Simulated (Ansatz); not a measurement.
# C2H9Al2N: two geometries relaxed

Are the two ends of the inversion of the pyramid at N3 separate minima, and which lies lower? Each is relaxed from a guess. SMILES of the start: C[C](N)([AlH2])[AlH2].

Program: Ansatz 0.2.0. Level of theory: RKS r2SCAN-D4/def2-SVP. These are calculated values, not measurements.

## 1. The structure to begin with

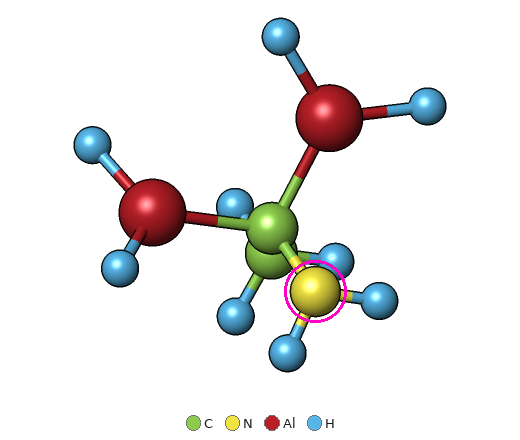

Start, viewed from a chosen angle; carbon green, nitrogen yellow, aluminium red, hydrogen blue. Ringed: N3.

Coordinates:

```xyz
14

C    -0.9691    0.9192    0.4284
C     0.1419    0.0108    0.1012
N     1.2449    0.2557    0.9851
Al   -0.3721   -1.8887    0.2709
Al    0.7455    0.2360   -1.8202
H    -0.6971    2.0372    0.2974
H    -1.3374    0.8217    1.4662
H    -1.8354    0.7949   -0.2737
H     1.5905    1.2665    0.9457
H     0.9663    0.1313    2.0130
H    -0.4208   -2.8714   -0.9709
H    -0.9584   -2.4302    1.6969
H     2.2053    0.6770   -2.1351
H    -0.3168    0.0108   -2.9761
```

## 2. End point A

File input.yaml:

```yaml
crystal:
  periodic: [false, false, false]
  atoms:
    - { symbol: C, position_ang: [-0.9691, 0.9192, 0.4284] }
    - { symbol: C, position_ang: [0.1419, 0.0108, 0.1012] }
    - { symbol: "N", position_ang: [1.2449, 0.2557, 0.9851] }
    - { symbol: Al, position_ang: [-0.3721, -1.8887, 0.2709] }
    - { symbol: Al, position_ang: [0.7455, 0.236, -1.8202] }
    - { symbol: H, position_ang: [-0.6971, 2.0372, 0.2974] }
    - { symbol: H, position_ang: [-1.3374, 0.8217, 1.4662] }
    - { symbol: H, position_ang: [-1.8354, 0.7949, -0.2737] }
    - { symbol: H, position_ang: [1.5905, 1.2665, 0.9457] }
    - { symbol: H, position_ang: [0.9663, 0.1313, 2.013] }
    - { symbol: H, position_ang: [-0.4208, -2.8714, -0.9709] }
    - { symbol: H, position_ang: [-0.9584, -2.4302, 1.6969] }
    - { symbol: H, position_ang: [2.2053, 0.677, -2.1351] }
    - { symbol: H, position_ang: [-0.3168, 0.0108, -2.9761] }
basis:
  gaussian: { orbitals: def2-SVP }
hamiltonian:
  xc: r2scan
  dispersion: d4
relax:
  f_tol: 0.015
  max_steps: 40
output:
  orbitals: {}
```

Run with:

```console
> ansatz run input.yaml --threads 2 --pin off --max-ram 3072MiB --backend cpu --events-out ev --progress --plain --runs-dir out
```

The program printed, shortened:

```text
Warning: RAYON_NUM_THREADS=2 ignored (pool sized by the plan → 2); use --threads N
[...]
Functional definition: r2SCAN
[...]
1396 factors; their error is unknown
[...]
mean field -16892.08210805 eV, -620.7725676062 hartree, gradient 7.0e-6 eV, S^2 0.000000; 0 other end points of the search recorded, 0 dependent functions left out
[...]
reference -16892.08212270 eV, -620.7725681445 hartree; 27, 27 occupied and 96, 96 virtual orbitals, 1396 factors
relax step   1: F+E_penalty+E_count = -16892.16291450 eV  Δ(F+E_penalty+E_count) = +0.000e0 eV  max|allowed force component| = 2.354e0 eV/Å  Δτ_max = 0.0000 Å  (29 SCF iters, accepted)
[...]
relax step   3: F+E_penalty+E_count = -16892.61806644 eV  Δ(F+E_penalty+E_count) = -1.347e-1 eV  max|allowed force component| = 3.558e-1 eV/Å  Δτ_max = 0.1484 Å  (27 SCF iters, accepted)
[...]
relax step   5: F+E_penalty+E_count = -16893.00115663 eV  Δ(F+E_penalty+E_count) = -2.195e-1 eV  max|allowed force component| = 6.964e-1 eV/Å  Δτ_max = 0.1944 Å  (28 SCF iters, accepted)
[...]
relax step   7: F+E_penalty+E_count = -16893.36511137 eV  Δ(F+E_penalty+E_count) = -1.516e-1 eV  max|allowed force component| = 6.845e-1 eV/Å  Δτ_max = 0.1954 Å  (29 SCF iters, accepted)
[...]
relax step   9: F+E_penalty+E_count = -16893.49110137 eV  Δ(F+E_penalty+E_count) = -5.062e-2 eV  max|allowed force component| = 2.494e-1 eV/Å  Δτ_max = 0.1925 Å  (29 SCF iters, accepted)
[...]
relax step  10: F+E_penalty+E_count = -16893.51178356 eV  Δ(F+E_penalty+E_count) = -2.068e-2 eV  max|allowed force component| = 4.337e-1 eV/Å  Δτ_max = 0.1997 Å  (29 SCF iters, accepted)
[...]
1396 factors; their error is unknown
mean field -16893.45250660 eV, -620.8229288242 hartree, gradient 1.9e-5 eV, S^2 0.000000; 0 other end points of the search recorded, 0 dependent functions left out
[...]
reference -16893.45252098 eV, -620.8229293527 hartree; 27, 27 occupied and 96, 96 virtual orbitals, 1396 factors
```

## 3. More of the same log: end point A relaxed

Output, continued:

```text
relax step  11: F+E_penalty+E_count = -16893.53415064 eV  Δ(F+E_penalty+E_count) = -2.237e-2 eV  max|allowed force component| = 1.395e-1 eV/Å  Δτ_max = 0.0483 Å  (31 SCF iters, accepted)
these checks for a lower state are left out or cut short: starts, cluster_reference, orbital_swaps, neighbouring_geometries, increment
1396 factors; their error is unknown
mean field evaluation 96: about -16893.4628 eV, gradient 1.5e-5 eV
mean field -16893.46276858 eV, -620.8233059450 hartree, gradient 1.5e-5 eV, S^2 0.000000; 0 other end points of the search recorded, 0 dependent functions left out
the calculation of the forces begins
reference -16893.46278295 eV, -620.8233064732 hartree; 27, 27 occupied and 96, 96 virtual orbitals, 1396 factors
relax step  12: F+E_penalty+E_count = -16893.54448508 eV  Δ(F+E_penalty+E_count) = -1.033e-2 eV  max|allowed force component| = 1.366e-1 eV/Å  Δτ_max = 0.1799 Å  (28 SCF iters, accepted)
these checks for a lower state are left out or cut short: starts, cluster_reference, orbital_swaps, neighbouring_geometries, increment
1396 factors; their error is unknown
mean field -16893.46653188 eV, -620.8234442439 hartree, gradient 1.9e-5 eV, S^2 0.000000; 0 other end points of the search recorded, 0 dependent functions left out
the calculation of the forces begins
reference -16893.46654623 eV, -620.8234447711 hartree; 27, 27 occupied and 96, 96 virtual orbitals, 1396 factors
relax step  13: F+E_penalty+E_count = -16893.54831783 eV  Δ(F+E_penalty+E_count) = -3.833e-3 eV  max|allowed force component| = 8.793e-2 eV/Å  Δτ_max = 0.0678 Å  (30 SCF iters, accepted)
these checks for a lower state are left out or cut short: starts, cluster_reference, orbital_swaps, neighbouring_geometries, increment
1396 factors; their error is unknown
mean field -16893.46817448 eV, -620.8235046081 hartree, gradient 1.8e-5 eV, S^2 0.000000; 0 other end points of the search recorded, 0 dependent functions left out
the calculation of the forces begins
reference -16893.46818883 eV, -620.8235051354 hartree; 27, 27 occupied and 96, 96 virtual orbitals, 1396 factors
relax step  14: F+E_penalty+E_count = -16893.54994698 eV  Δ(F+E_penalty+E_count) = -1.629e-3 eV  max|allowed force component| = 4.881e-2 eV/Å  Δτ_max = 0.0307 Å  (31 SCF iters, accepted)
these checks for a lower state are left out or cut short: starts, cluster_reference, orbital_swaps, neighbouring_geometries, increment
1396 factors; their error is unknown
mean field -16893.46867971 eV, -620.8235231748 hartree, gradient 1.8e-5 eV, S^2 0.000000; 0 other end points of the search recorded, 0 dependent functions left out
the calculation of the forces begins
reference -16893.46869406 eV, -620.8235237022 hartree; 27, 27 occupied and 96, 96 virtual orbitals, 1396 factors
relax step  15: F+E_penalty+E_count = -16893.55046192 eV  Δ(F+E_penalty+E_count) = -5.149e-4 eV  max|allowed force component| = 3.574e-2 eV/Å  Δτ_max = 0.0169 Å  (31 SCF iters, accepted)
these checks for a lower state are left out or cut short: starts, cluster_reference, orbital_swaps, neighbouring_geometries, increment
1396 factors; their error is unknown
mean field -16893.46893535 eV, -620.8235325698 hartree, gradient 1.8e-5 eV, S^2 0.000000; 0 other end points of the search recorded, 0 dependent functions left out
the calculation of the forces begins
reference -16893.46894970 eV, -620.8235330971 hartree; 27, 27 occupied and 96, 96 virtual orbitals, 1396 factors
relax step  16: F+E_penalty+E_count = -16893.55073617 eV  Δ(F+E_penalty+E_count) = -2.742e-4 eV  max|allowed force component| = 2.361e-2 eV/Å  Δτ_max = 0.0150 Å  (31 SCF iters, accepted)
these checks for a lower state are left out or cut short: starts, cluster_reference, orbital_swaps, neighbouring_geometries, increment
1396 factors; their error is unknown
mean field evaluation 128: about -16893.4690 eV, gradient 1.1e-4 eV
mean field -16893.46898439 eV, -620.8235343719 hartree, gradient 1.8e-5 eV, S^2 0.000000; 0 other end points of the search recorded, 0 dependent functions left out
the calculation of the forces begins
reference -16893.46899874 eV, -620.8235348992 hartree; 27, 27 occupied and 96, 96 virtual orbitals, 1396 factors
relax step  17: F+E_penalty+E_count = -16893.55078673 eV  Δ(F+E_penalty+E_count) = -5.057e-5 eV  max|allowed force component| = 1.650e-2 eV/Å  Δτ_max = 0.0088 Å  (32 SCF iters, accepted)
these checks for a lower state are left out or cut short: starts, cluster_reference, orbital_swaps, neighbouring_geometries, increment
1396 factors; their error is unknown
mean field -16893.46901845 eV, -620.8235356234 hartree, gradient 1.6e-5 eV, S^2 0.000000; 0 other end points of the search recorded, 0 dependent functions left out
the calculation of the forces begins
reference -16893.46903280 eV, -620.8235361508 hartree; 27, 27 occupied and 96, 96 virtual orbitals, 1396 factors
relax step  18: F+E_penalty+E_count = -16893.55082033 eV  Δ(F+E_penalty+E_count) = -3.360e-5 eV  max|allowed force component| = 1.357e-2 eV/Å  Δτ_max = 0.0048 Å  (24 SCF iters, accepted)
1396 factors; their error is unknown
mean field -16893.46901845 eV, -620.8235356234 hartree, gradient 1.7e-5 eV, S^2 0.000000; 1 other end points of the search recorded, 0 dependent functions left out
the calculation of the forces begins
reference -16893.46903280 eV, -620.8235361508 hartree; 27, 27 occupied and 96, 96 virtual orbitals, 1396 factors
Total energy: -16893.55083468 eV, -620.8265423145 hartree
Atom 0 at    -1.167698     1.090451     0.451711 Å, force    -0.003864     0.002976     0.002765 eV/Å
Atom 1 at     0.023290     0.323524    -0.087250 Å, force    -0.004075    -0.003186    -0.008267 eV/Å
Atom 2 at     0.989471    -0.046869     1.015361 Å, force     0.013566    -0.000816     0.010103 eV/Å
Atom 3 at     0.034889    -1.668849     0.394027 Å, force     0.001820    -0.000108     0.000127 eV/Å
Atom 4 at     0.517481     0.242735    -1.931023 Å, force    -0.002477    -0.001750    -0.003013 eV/Å
Atom 5 at    -0.888509     2.119405     0.751367 Å, force    -0.000830     0.000898     0.000399 eV/Å
Atom 6 at    -1.645549     0.610617     1.328757 Å, force    -0.000423    -0.000275     0.001622 eV/Å
Atom 7 at    -1.945585     1.180972    -0.322138 Å, force     0.001458     0.000506    -0.000473 eV/Å
Atom 8 at     1.972269     0.120044     0.794921 Å, force    -0.004010    -0.001070     0.000217 eV/Å
Atom 9 at     0.770219     0.398849     1.908248 Å, force    -0.001839    -0.000245    -0.002383 eV/Å
Atom 10 at     1.040432    -2.628111    -0.378473 Å, force    -0.000563     0.000983    -0.001048 eV/Å
Atom 11 at    -1.082209    -2.118602     1.426852 Å, force    -0.000798     0.001055    -0.000067 eV/Å
Atom 12 at     2.002410    -0.174412    -2.331820 Å, force     0.001281     0.000642     0.001094 eV/Å
Atom 13 at    -0.633610     0.521045    -2.991740 Å, force     0.000753     0.000392    -0.001075 eV/Å
Dipole moment:     0.199016     0.474985     0.528603 e Å
```

Wall time 54 s (2 threads of Intel Xeon 6975P-C (Granite Rapids), shared host); peak memory 0.23 GiB.

Relaxation path:

```tsv
step	energy from step 1 (eV)	largest force component (eV/Å)
1	0.0000	2.3536
2	-0.3205	1.2525
3	-0.4552	0.3558
4	-0.6188	0.6237
5	-0.8382	0.6964
6	-1.0506	0.5095
7	-1.2022	0.6845
8	-1.2776	0.5543
9	-1.3282	0.2494
10	-1.3489	0.4337
11	-1.3712	0.1395
12	-1.3816	0.1366
13	-1.3854	0.0879
14	-1.3870	0.0488
15	-1.3875	0.0357
16	-1.3878	0.0236
17	-1.3879	0.0165
18	-1.3879	0.0136
```

Step 1 is the start.

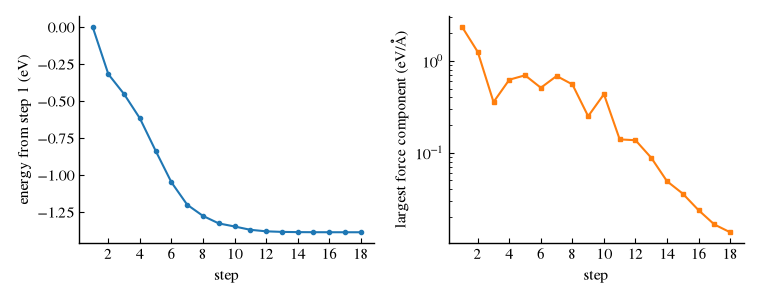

Energy and largest force along the relaxation.

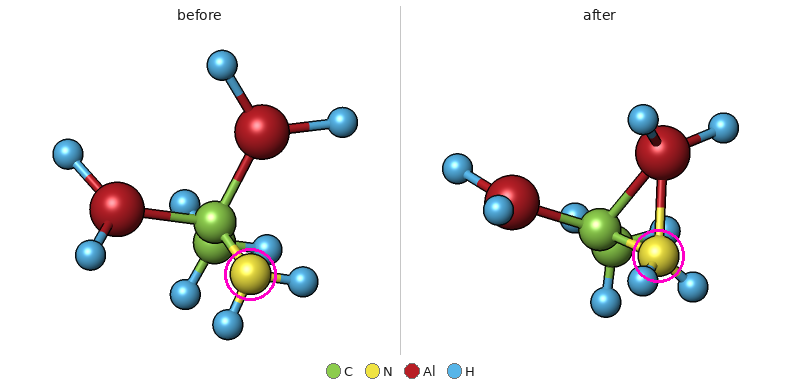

Before and after, at one scale.

After: Bond lengths: C1–C2 1.516 Å, C2–N3 1.512 Å, C2–Al4 2.050 Å, N3–Al4 1.982 Å, C2–Al5 1.911 Å, C1–H6 1.107 Å, C1–H7 1.108 Å, C1–H8 1.101 Å, N3–H9 1.021 Å, N3–H10 1.022 Å, Al4–H11 1.590 Å, Al4–H12 1.586 Å, Al5–H13 1.594 Å, Al5–H14 1.590 Å. Angles (14 of 27 angles, heavy atoms first): C1–C2–N3 111.5°, C1–C2–Al4 114.4°, C1–C2–Al5 124.6°, N3–C2–Al4 65.6°, N3–C2–Al5 121.9°, Al4–C2–Al5 100.6°, C2–N3–Al4 70.4°, C2–Al4–N3 44.0°, C2–C1–H6 111.6°, C2–C1–H7 113.7°, C2–C1–H8 110.3°, C2–N3–H9 114.7°, C2–N3–H10 113.2°, Al4–N3–H9 122.0°.

Pairs that crossed the distance rule for bonds on the way: came closer N3–Al4.

## 4. Relaxing end B

The second end starts from a geometry with the move made by hand.

input.yaml, as its differences from that of step 2:

```diff
@@ -11,4 +11,4 @@
     - { symbol: H, position_ang: [-1.8354, 0.7949, -0.2737] }
-    - { symbol: H, position_ang: [1.5905, 1.2665, 0.9457] }
-    - { symbol: H, position_ang: [0.9663, 0.1313, 2.013] }
+    - { symbol: H, position_ang: [2.1377, 0.53224, 0.4663] }
+    - { symbol: H, position_ang: [1.53366, -0.63002, 1.51594] }
     - { symbol: H, position_ang: [-0.4208, -2.8714, -0.9709] }
@@ -25,3 +25 @@
   max_steps: 40
-output:
-  orbitals: {}
```

Run with:

```console
> ansatz run input.yaml --threads 2 --pin off --max-ram 3072MiB --backend cpu --events-out ev --progress --plain --runs-dir out
```

The program printed, shortened:

```text
Warning: RAYON_NUM_THREADS=2 ignored (pool sized by the plan → 2); use --threads N
[...]
[... 1 set-up line as earlier in the session ...]
[...]
1396 factors; their error is unknown
[...]
mean field -16891.79565326 eV, -620.7620405871 hartree, gradient 5.1e-5 eV, S^2 0.000000; 0 other end points of the search recorded, 0 dependent functions left out
[...]
reference -16891.79566788 eV, -620.7620411242 hartree; 27, 27 occupied and 96, 96 virtual orbitals, 1396 factors
relax step   1: F+E_penalty+E_count = -16891.87631765 eV  Δ(F+E_penalty+E_count) = +0.000e0 eV  max|allowed force component| = 3.554e0 eV/Å  Δτ_max = 0.0000 Å  (28 SCF iters, accepted)
[...]
relax step   4: F+E_penalty+E_count = -16892.44351239 eV  Δ(F+E_penalty+E_count) = -1.005e-1 eV  max|allowed force component| = 4.251e-1 eV/Å  Δτ_max = 0.2000 Å  (28 SCF iters, accepted)
[...]
relax step   7: F+E_penalty+E_count = -16892.75041676 eV  Δ(F+E_penalty+E_count) = -1.176e-1 eV  max|allowed force component| = 8.580e-1 eV/Å  Δτ_max = 0.1952 Å  (29 SCF iters, accepted)
[...]
relax step  10: F+E_penalty+E_count = -16893.26607845 eV  Δ(F+E_penalty+E_count) = -1.358e-1 eV  max|allowed force component| = 2.066e0 eV/Å  Δτ_max = 0.1942 Å  (36 SCF iters, accepted)
[...]
relax step  11: F+E_penalty+E_count = -16893.49350780 eV  Δ(F+E_penalty+E_count) = -2.274e-1 eV  max|allowed force component| = 9.182e-1 eV/Å  Δτ_max = 0.1943 Å  (29 SCF iters, accepted)
[...]
relax step  12: F+E_penalty+E_count = -16893.46471920 eV  Δ(F+E_penalty+E_count) = +2.879e-2 eV  max|allowed force component| = 6.791e-1 eV/Å  Δτ_max = 0.2000 Å  (36 SCF iters, rejected (line search))
[...]
1396 factors; their error is unknown
mean field -16893.46116605 eV, -620.8232470530 hartree, gradient 2.4e-5 eV, S^2 0.000000; 0 other end points of the search recorded, 0 dependent functions left out
```

## 5. More of the same log: end point B relaxed

The log, continued, shortened:

```text
[...]
reference -16893.46118056 eV, -620.8232475864 hartree; 27, 27 occupied and 96, 96 virtual orbitals, 1396 factors
relax step  13: F+E_penalty+E_count = -16893.54287692 eV  Δ(F+E_penalty+E_count) = -4.937e-2 eV  max|allowed force component| = 1.909e-1 eV/Å  Δτ_max = 0.0975 Å  (29 SCF iters, accepted)
[...]
relax step  18: F+E_penalty+E_count = -16893.54980546 eV  Δ(F+E_penalty+E_count) = +8.034e-4 eV  max|allowed force component| = 1.234e-1 eV/Å  Δτ_max = 0.0312 Å  (31 SCF iters, rejected (line search))
[...]
relax step  19: F+E_penalty+E_count = -16893.55074290 eV  Δ(F+E_penalty+E_count) = -1.340e-4 eV  max|allowed force component| = 9.155e-3 eV/Å  Δτ_max = 0.0089 Å  (31 SCF iters, accepted)
1396 factors; their error is unknown
[...]
Atom 4 at     0.501416     0.198474    -2.014424 Å, force     0.001813     0.008076     0.004203 eV/Å
Atom 5 at    -0.623229     2.022870     0.833460 Å, force     0.000333    -0.001667    -0.001009 eV/Å
Atom 6 at    -1.449034     0.539290     1.381659 Å, force     0.003695    -0.002095    -0.001538 eV/Å
Atom 7 at    -1.798669     1.212020    -0.220475 Å, force    -0.001320     0.000603     0.003523 eV/Å
Atom 8 at     2.096248    -0.146136     0.614107 Å, force    -0.001330    -0.000132    -0.001095 eV/Å
Atom 9 at     0.975558     0.143105     1.807143 Å, force     0.002329    -0.002411    -0.002344 eV/Å
Atom 10 at     0.924343    -2.768992    -0.639752 Å, force    -0.001234     0.000097    -0.000270 eV/Å
Atom 11 at    -1.049871    -2.230018     1.319513 Å, force    -0.001327     0.000756    -0.001261 eV/Å
Atom 12 at     1.933725    -0.284469    -2.519929 Å, force    -0.002736    -0.001484     0.001157 eV/Å
Atom 13 at    -0.685153     0.602550    -2.992563 Å, force     0.000660    -0.003136     0.000946 eV/Å
Dipole moment:     0.256671     0.433526     0.536455 e Å
```

Run time: 55 s. Hardware: 2 threads of Intel Xeon 6975P-C (Granite Rapids), shared host; peak memory 0.23 GiB.

Relaxation path:

```tsv
step	energy from step 1 (eV)	largest force component (eV/Å)
1	0.0000	3.5543
2	-0.3447	1.2221
3	-0.4667	0.6255
4	-0.5672	0.4251
5	-0.6611	0.8023
6	-0.7565	0.9315
7	-0.8741	0.8580
8	-1.0421	1.0199
9	-1.2540	1.1772
10	-1.3898	2.0656
11	-1.6172	0.9182
12x	-1.5884	0.6791
13	-1.6666	0.1909
14	-1.6685	0.2605
15	-1.6738	0.0248
16	-1.6738	0.0325
17	-1.6743	0.0180
18x	-1.6735	0.1234
19	-1.6744	0.0092
```

Step 1 is the start. 2 steps were tried and not accepted (marked x).

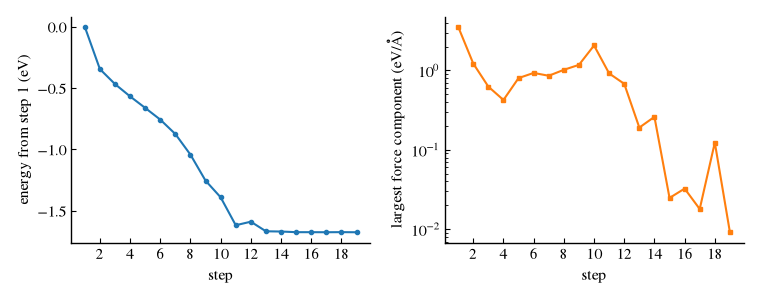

Energy and largest force along the relaxation.

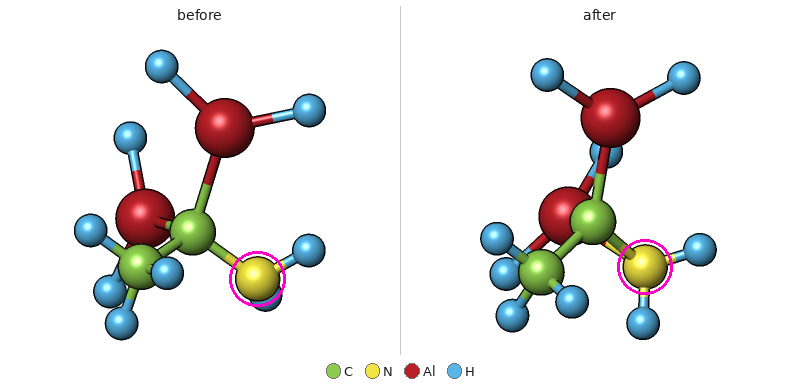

Before and after, at one scale.

After: Bond lengths: C1–C2 1.516 Å, C2–N3 1.513 Å, C2–Al4 2.049 Å, N3–Al4 1.982 Å, C2–Al5 1.911 Å, C1–H6 1.108 Å, C1–H7 1.108 Å, C1–H8 1.101 Å, N3–H9 1.021 Å, N3–H10 1.022 Å, Al4–H11 1.590 Å, Al4–H12 1.587 Å, Al5–H13 1.594 Å, Al5–H14 1.590 Å. Angles (14 of 27 angles, heavy atoms first): C1–C2–N3 111.5°, C1–C2–Al4 114.6°, C1–C2–Al5 124.6°, N3–C2–Al4 65.6°, N3–C2–Al5 121.8°, Al4–C2–Al5 100.5°, C2–N3–Al4 70.3°, C2–Al4–N3 44.1°, C2–C1–H6 111.6°, C2–C1–H7 113.7°, C2–C1–H8 110.2°, C2–N3–H9 114.7°, C2–N3–H10 113.1°, Al4–N3–H9 122.2°.

Pairs that crossed the distance rule for bonds on the way: came closer N3–Al4.

## 6. Summary of results

| quantity | value |
| --- | --- |
| end A | 17 moves, 1.388 eV lower |
| end B | 16 moves, 1.674 eV lower |
| largest difference between the ends | 0.01 Å |
| end B relative to end A | +0.000 eV |

Both starts fell into the same minimum (no atom differs by more than 0.01 Å), so from this start no second minimum was found and no band was run; another arrangement could still be one.
